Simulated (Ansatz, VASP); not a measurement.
## KTaO3: VASP beside Ansatz

Wanted: the spread between two codes on one cell, functional and k mesh. Valence electrons are named where the data sets of a main pair hold unlike numbers.

Main program and level: Ansatz 0.2.0; plane waves, with VASP 6.6.1 beside it; band structure at PBE0 and band structure at B3LYP with an exact-exchange share of 0.2.

## 1. Set-up

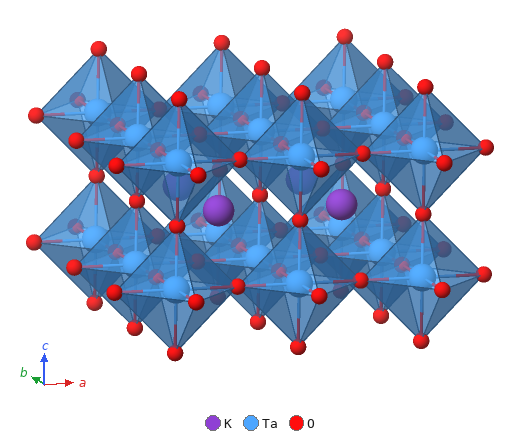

Start, viewed slightly off an axis; potassium purple, tantalum blue, oxygen red. 2×2×1 cells are drawn. Some periodic images of atoms are drawn too.

## 2. VASP: band structure, PBE0

Levels along a path test the potential and the projectors away from the mesh points.

Lines of VASP's logs that name or quote its potential files are left out, and so is its time.

The run reads the wave functions of an earlier VASP run, which isn't shown here.

INCAR reads:

```
SYSTEM = KTaO3
PREC = Accurate
ENCUT = 520
EDIFF = 1E-06
NELM = 100
ISMEAR = 0
SIGMA = 0.02
LREAL = .FALSE.
ALGO = Normal
LHFCALC = .TRUE.
AEXX = 0.25
GGA = PE
LASPH = .TRUE.
NBANDS = 25
PRECFOCK = Fast
HFRCUT = -1
LORBIT = 11
LWAVE = .FALSE.
LCHARG = .FALSE.
KPAR = 8
```

POSCAR reads:

```
KTaO3
1.0
    3.9883000000      0.0000000000      0.0000000000
    0.0000000000      3.9883000000      0.0000000000
    0.0000000000      0.0000000000      3.9883000000
K Ta O
1 1 3
Direct
    0.5000000000      0.5000000000      0.5000000000
    0.0000000000      0.0000000000      0.0000000000
    0.5000000000      0.0000000000      0.0000000000
    0.0000000000      0.5000000000      0.0000000000
    0.0000000000      0.0000000000      0.5000000000
```

KPOINTS reads:

```
Automatic mesh
0
Gamma
4 4 4
0 0 0
```

KPOINTS_OPT reads:

```
Line mode
6
Line-mode
Reciprocal
  0.00000000   0.00000000   0.00000000 GAMMA
  0.00000000   0.50000000   0.00000000 X

  0.00000000   0.50000000   0.00000000 X
  0.50000000   0.50000000   0.00000000 M

  0.50000000   0.50000000   0.00000000 M
  0.00000000   0.00000000   0.00000000 GAMMA

  0.00000000   0.00000000   0.00000000 GAMMA
  0.50000000   0.50000000   0.50000000 R

  0.50000000   0.50000000   0.50000000 R
  0.00000000   0.50000000   0.00000000 X

  0.50000000   0.50000000   0.00000000 M
  0.50000000   0.50000000   0.50000000 R
```

The projector-augmented-wave data sets are K_sv, Ta_pv and O (PBE family, release 64).

Run with:

```console
> mpirun -np 8 vasp_std
```

Numbers of over 12 decimals in the logs are rounded to 6 here.

The log of the run:

```text
[banner, memory and clock lines left out]
running    8 mpi-ranks, on    1 nodes
 distrk:  each k-point on    1 cores,    8 groups
 distr:  one band on    1 cores,    1 groups

 POSCAR found type information on POSCAR K TaO
 POSCAR found :  3 types and       5 ions
|                                                                             |
|           W    W    AA    RRRRR   N    N  II  N    N   GGGG   !!!           |
|           W    W   A  A   R    R  NN   N  II  NN   N  G    G  !!!           |
|           W    W  A    A  R    R  N N  N  II  N N  N  G       !!!           |
|           W WW W  AAAAAA  RRRRR   N  N N  II  N  N N  G  GGG   !            |
|           WW  WW  A    A  R   R   N   NN  II  N   NN  G    G                |
|           W    W  A    A  R    R  N    N  II  N    N   GGGG   !!!           |
|                                                                             |
|     For optimal performance we recommend to set                             |
|       NCORE = 2 up to number-of-cores-per-socket                            |
|     NCORE specifies how many cores store one orbital (NPAR=cpu/NCORE).      |
|     This setting can greatly improve the performance of VASP for DFT.       |
|     The default, NCORE=1 might be grossly inefficient on modern             |
|     multi-core architectures or massively parallel machines. Do your        |
|     Unfortunately you need to use the default for GW and RPA                |
|     calculations (for HF NCORE is supported but not extensively tested      |
|     yet).                                                                   |
|                                                                             |

 LDA part: xc-table for (Slater+PW92), standard interpolation
 found WAVECAR, reading the header
 POSCAR, INCAR and KPOINTS ok, starting setup
 FFT: planning ... GRIDC
 FFT: planning ... GRID_SOFT
 FFT: planning ... GRID
 HFRCUT set to (new)   9.896575
 reading WAVECAR
 the WAVECAR file was read successfully
 initial charge from wavefunction
 entering main loop
       N       E                     dE             d eps       ncg     rms          rms(c)
DAV:   1    -0.523669539892E+02   -0.52367E+02   -0.93137E-01   550   0.856E+00    0.293E+00
DAV:   2    -0.523424514382E+02    0.24503E-01   -0.11000E-01   580   0.291E+00    0.156E+00
DAV:   3    -0.523355562925E+02    0.68951E-02   -0.29746E-02   644   0.131E+00    0.760E-01
DAV:   4    -0.523348876395E+02    0.66865E-03   -0.36872E-03   621   0.443E-01    0.413E-01
DAV:   5    -0.523344922054E+02    0.39543E-03   -0.18410E-03   612   0.261E-01    0.235E-01
DAV:   6    -0.523345078855E+02   -0.15680E-04   -0.21389E-04   668   0.936E-02    0.136E-01
DAV:   7    -0.523344910945E+02    0.16791E-04   -0.20567E-05   699   0.377E-02    0.783E-02
DAV:   8    -0.523344907885E+02    0.30601E-06   -0.67467E-06   611   0.194E-02
   1 F= -.52334491E+02 E0= -.52334491E+02  d E =-.137169E-35
 Start KPOINTS_OPT (optional k-point list driver)
k-point batch [1-10\36]
       N       E                     dE             ncg
DAV:   1    -0.653256100322E+03   -0.70347E+04      500
DAV:   2    -0.447642813941E+04   -0.38232E+04      581
DAV:   3    -0.481905418075E+04   -0.34263E+03      737
DAV:   4    -0.483271625115E+04   -0.13662E+02      768
DAV:   5    -0.483305595840E+04   -0.33971E+00      719
DAV:   6    -0.483306499386E+04   -0.90355E-02      728
DAV:   7    -0.483306527601E+04   -0.28215E-03      728
DAV:   8    -0.483306528263E+04   -0.66203E-05      624
DAV:   9    -0.483306528282E+04   -0.19821E-06      504
[...]
k-point batch [31-36\36]
       N       E                     dE             ncg
DAV:   1     0.421859249499E+04   -0.85957E+04      300
DAV:   2     0.188312851646E+04   -0.23355E+04      343
DAV:   3     0.168813137534E+04   -0.19500E+03      472
DAV:   4     0.168244937512E+04   -0.56820E+01      413
DAV:   5     0.168231755427E+04   -0.13182E+00      463
DAV:   6     0.168231491258E+04   -0.26417E-02      398
DAV:   7     0.168231485636E+04   -0.56222E-04      440
DAV:   8     0.168231485476E+04   -0.15969E-05      359
DAV:   9     0.168231485471E+04   -0.48025E-07      280
```

OUTCAR, selected parts (step 2):

```text
ion  position               nearest neighbor table
   1  0.500  0.500  0.500-   3 2.82   4 2.82   5 2.82   3 2.82   4 2.82   3 2.82   5 2.82   3 2.82
                             4 2.82   5 2.82   4 2.82   5 2.82   2 3.45   2 3.45   2 3.45   2 3.45
   2  0.000  0.000  0.000-   3 1.99   4 1.99   5 1.99   5 1.99   4 1.99   3 1.99   1 3.45   1 3.45
                             1 3.45   1 3.45   1 3.45   1 3.45   1 3.45   1 3.45
   3  0.500  0.000  0.000-   2 1.99   2 1.99   1 2.82   1 2.82   1 2.82   1 2.82
   4  0.000  0.500  0.000-   2 1.99   2 1.99   1 2.82   1 2.82   1 2.82   1 2.82
   5  0.000  0.000  0.500-   2 1.99   2 1.99   1 2.82   1 2.82   1 2.82   1 2.82

  LATTYP: Found a simple cubic cell.
 ALAT       =     3.9883000000

 Subroutine GETGRP returns: Found 48 space group operations
 (whereof 48 operations were pure point group operations)

The static configuration has the point symmetry O_h .

 Found     10 irreducible k-points:

   k-points           NKPTS =     10   k-points in BZ     NKDIM =     64   number of bands    NBANDS=     25

   dimension x,y,z NGX =    30 NGY =   30 NGZ =   30
   dimension x,y,z NGXF=    60 NGYF=   60 NGZF=   60

   ENCUT  =  520.0 eV  38.22 Ry    6.18 a.u.   7.42  7.42  7.42*2*pi/ulx,y,z

   NELECT =      38.0000    total number of electrons

 k-points in reciprocal lattice and weights: Automatic mesh
   0.00000000  0.00000000  0.00000000       0.016
   0.25000000  0.00000000  0.00000000       0.094
   0.50000000  0.00000000  0.00000000       0.047
   0.25000000  0.25000000  0.00000000       0.188
   0.50000000  0.25000000  0.00000000       0.188
   0.50000000  0.50000000  0.00000000       0.047
   0.25000000  0.25000000  0.25000000       0.125
   0.50000000  0.25000000  0.25000000       0.188
   0.50000000  0.50000000  0.25000000       0.094
   0.50000000  0.50000000  0.50000000       0.016

  exchange ACFDT corr.  =         0.00000000  see jH, gK, PRB 81, 115126

 average (electrostatic) potential at core
       1 -27.4564       2 -36.1441       3 -65.1782       4 -65.1782       5 -65.1782

 E-fermi :   0.4860

 k-point     1 :       0.0000    0.0000    0.0000
  band No.  band energies     occupation
    ...
     15      -0.8210      2.00000
     16      -0.8210      2.00000
     17      -0.3410      2.00000
     18      -0.3410      2.00000
     19      -0.3410      2.00000
     20       4.5461      0.00000
     21       4.5461      0.00000
     22       4.5461      0.00000
     23       9.3134      0.00000
     24       9.3134      0.00000
    ...

 k-point     2 :       0.2500    0.0000    0.0000
  band No.  band energies     occupation
    ...
     15      -1.5800      2.00000
     16      -1.4830      2.00000
     17      -1.0773      2.00000
     18      -0.5170      2.00000
     19      -0.5170      2.00000
     20       4.6282      0.00000
     21       6.1332      0.00000
     22       6.1332      0.00000
     23       9.3327      0.00000
     24      10.1870      0.00000
    ...

 k-point     3 :       0.5000    0.0000    0.0000
  band No.  band energies     occupation
    ...
     15      -2.2482      2.00000
     16      -1.9975      2.00000
     17      -1.3057      2.00000
     18      -0.5906      2.00000
     19      -0.5906      2.00000
     20       4.7130      0.00000
     21       7.6411      0.00000
     22       7.6411      0.00000
     23       9.3480      0.00000
     24      11.2481      0.00000
    ...

  energy-cutoff  :      520.00
  volume of cell :       63.44
      direct lattice vectors                 reciprocal lattice vectors
     3.988300000  0.000000000  0.000000000     0.250733395  0.000000000  0.000000000
     0.000000000  3.988300000  0.000000000     0.000000000  0.250733395  0.000000000
     0.000000000  0.000000000  3.988300000     0.000000000  0.000000000  0.250733395

 POSITION                                       TOTAL-FORCE (eV/Angst)
 -----------------------------------------------------------------------------------
      1.99415      1.99415      1.99415         0.000000      0.000000      0.000000
      0.00000      0.00000      0.00000         0.000000      0.000000      0.000000
      1.99415      0.00000      0.00000         0.000000      0.000000      0.000000
      0.00000      1.99415      0.00000         0.000000      0.000000      0.000000
      0.00000      0.00000      1.99415         0.000000      0.000000      0.000000
 -----------------------------------------------------------------------------------
    total drift:                                0.000001     -0.000000     -0.000000

  FREE ENERGIE OF THE ION-ELECTRON SYSTEM (eV)
  ---------------------------------------------------
  free  energy   TOTEN  =       -52.3344907885 eV

  energy  without entropy=      -52.3344907885  energy(sigma->0) =      -52.33449079

 total charge
# of ion       s       p       d       tot
------------------------------------------
    1        1.962   5.649   0.039   7.650
    2        0.350   6.376   1.924   8.650
    3        1.566   3.558   0.000   5.124
    4        1.566   3.558   0.000   5.124
    5        1.566   3.558   0.000   5.124
--------------------------------------------------
tot          7.011  22.698   1.962  31.671

[... 3 further parts left out ...]
```

Spin-orbit coupling is off here; with elements this heavy it splits and shifts levels by tenths of an eV or more.

[end of part 1 of 3]

[Lines on the potential files, build, host, timing and source positions are cut from VASP's logs without a mark.]

[Logs are printed without paths, hosts, clocks, repeated set-up lines and the standing remarks that a program may print on its own settings, such as how far it seeks lower states.]

[Hosts, paths, dates, database ids (printed as entryN), source tags and the programs' standing remarks are cut or masked in the printed files.]
